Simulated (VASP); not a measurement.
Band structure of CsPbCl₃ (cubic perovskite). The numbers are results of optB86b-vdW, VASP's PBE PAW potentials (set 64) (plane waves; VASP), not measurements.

Unless said otherwise, spin-orbit coupling is left out, though it shifts the bands of the heavy elements here.

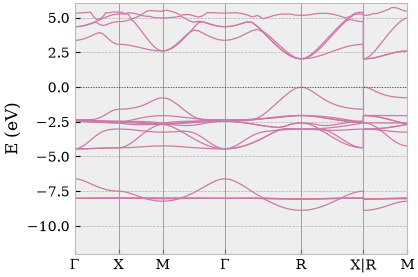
Figure: Bands along high-symmetry lines, zero at the valence-band maximum or, without a gap, the Fermi level

Task: Read the plot: is there a gap, and where are the band edges?

Result: The gap is direct, 2.03 eV, from the valence maximum at R to the conduction minimum at R. (Edges off the drawn lines would not show.)

The compound is CsPbCl3 in the cubic perovskite structure, the ideal cubic form; the compound distorts at low or room temperature. It was relaxed first.
